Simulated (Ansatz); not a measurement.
# H3NOSi: the cost of one run

All numbers are computed with Ansatz 0.2.0, driven from Python. Level of theory: SC-NEVPT2/def2-SVP.

## Step 1: The system

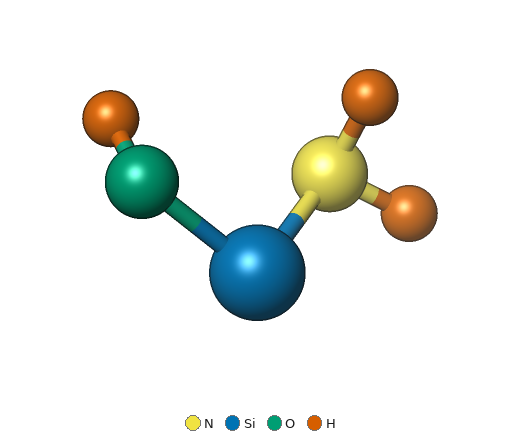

The starting structure, viewed from a chosen angle; nitrogen yellow, silicon blue, oxygen teal, hydrogen orange.

The script holds or builds the structure itself.

## Step 2: Script

Contents of h3nosi_cas.py:

```python
"""Static correlation in H3NOSi: natural occupations of an active space."""

import logging
import sys
import warnings

import ansatz as az

logging.basicConfig(stream=sys.stdout, format="[%(levelname)s] %(message)s")
logger = logging.getLogger("calc")
logger.setLevel(logging.INFO)

BASIS_SET = "def2-SVP"


def main() -> None:
    warnings.simplefilter("ignore", az.DeckWarning)

    geometry_ang = [
        ("N", [-0.8213, -0.0076, -0.2625]),
        ("Si", [0.6374, -0.6158, -0.6793]),
        ("O", [1.4889, -0.1964, 0.6419]),
        ("H", [-1.4774, -0.1264, -1.0139]),
        ("H", [-0.7999, 1.0436, -0.215]),
        ("H", [1.0145, -0.1612, 1.4826]),
    ]
    molecule = az.Crystal.molecule()
    for symbol, xyz in geometry_ang:
        molecule = molecule.atom(symbol, xyz)

    calculation = (
        molecule.calculation()
        .basis(gaussian=BASIS_SET)
        .correlation(active_electrons=4, active_orbitals=4)
    )
    for method in ["sc_nevpt2"]:
        r = (calculation if method is None else calculation.correlation(method)).run().report
        space = r["configurations"]
        state = space["states"][0]
        print(method or "casscf", f"total {r['free_energy_ev'] / 27.211386246:.6f} Ha, active-space state {state['energy']['hartree']:.6f} Ha, mean field {r['reference_energy_ev'] / 27.211386246:.6f} Ha")
        print("  determinants", state["n_determinants"], " natural occupations", [round(n, 3) for n in space["natural_occupations"]])
    print("effectively unpaired electrons, sum of min(n, 2 - n):", round(sum(min(n, 2 - n) for n in space["natural_occupations"]), 3))


if __name__ == "__main__":
    main()
```

## Step 3: What the engine is handed

The package turns the script's settings into the engine's input:

```yaml
crystal:
  periodic: [false, false, false]
  atoms:
    - { symbol: "N", position_ang: [-0.8213, -0.0076, -0.2625] }
    - { symbol: Si, position_ang: [0.6374, -0.6158, -0.6793] }
    - { symbol: O, position_ang: [1.4889, -0.1964, 0.6419] }
    - { symbol: H, position_ang: [-1.4774, -0.1264, -1.0139] }
    - { symbol: H, position_ang: [-0.7999, 1.0436, -0.215] }
    - { symbol: H, position_ang: [1.0145, -0.1612, 1.4826] }
basis:
  gaussian:
    orbitals: def2-SVP
correlation:
  method: sc_nevpt2
  active_space:
    window:
      electrons: 4
      orbitals: 4
```

## Step 4: The run

On the command line:

```bash
$ python h3nosi_cas.py
```

What time and memory should one allow on 1 thread of Arm Neoverse V1, shared host?

About 6.1 s, with a peak of 0.17 GiB.
